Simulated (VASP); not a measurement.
Band structure of TmCd₂ (space group P6/mmm). Method: PBEsol GGA, VASP's PBE PAW potentials (set 64) (plane waves; VASP 6.6.1).

The 4f electrons are frozen in the core of the lanthanide potential, so 4f levels, which can set the real gap, and their magnetism are missing.

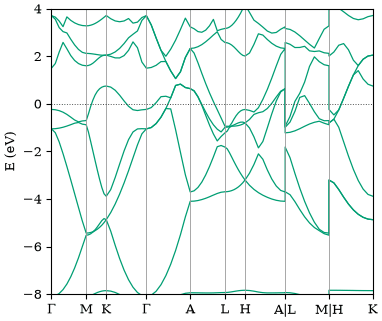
Figure. Bands along high-symmetry lines, zero at the valence-band maximum or, without a gap, the Fermi level

### Question
Read the plot: is there a gap, and where are the band edges?

### Answer
It has no gap at this level: it comes out as a metal or semimetal. (Edges off the drawn lines would not show.)

The structure comes from a computed database's TmCd2 entry (P6/mmm); how it stands against other phases isn't given here. It was relaxed first. The electron count is odd and the run is not spin-polarised, which forces a metal.
